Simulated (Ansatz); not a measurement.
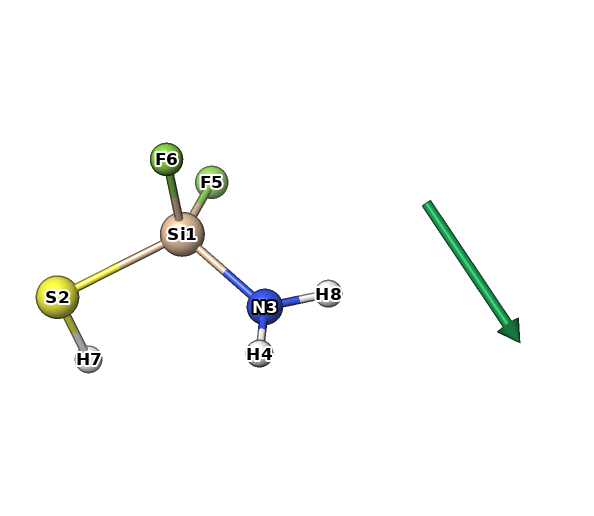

The arrow beside the molecule shows the direction of the dipole moment, from the negative to the positive end (its length means nothing). The geometry was computed by an optimisation with PBE0-D4/def2-TZVP. Properties computed with RKS PBE0-D4/def2-TZVP (Ansatz 0.2.0).

> Estimate the dipole moment.

3.01 D; it points from the side of F6 to the side of H4 (the outermost atoms at the two ends).
